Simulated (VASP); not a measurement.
Band structure of CsBr (relaxed from the rock salt structure, space group Fm-3m). Method: r2SCAN meta-GGA, VASP's PBE PAW potentials (set 64) (plane waves; VASP).

Unless said otherwise, spin-orbit coupling is left out, though it shifts the bands of the heavy elements here.

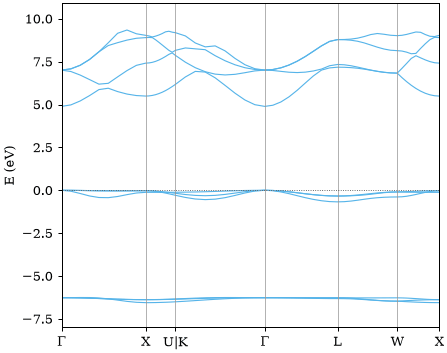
Figure. Bands along high-symmetry lines, zero at the valence-band maximum or, without a gap, the Fermi level

Problem. Read the plot: is there a gap, and where are the band edges?

Solution. The gap is direct, 4.89 eV, from the valence maximum at Γ to the conduction minimum at Γ.

The structure was generated: CsBr was put into the rock salt type (Fm-3m), which need not be its known phase. It was relaxed first, which changed the volume by -19 %.
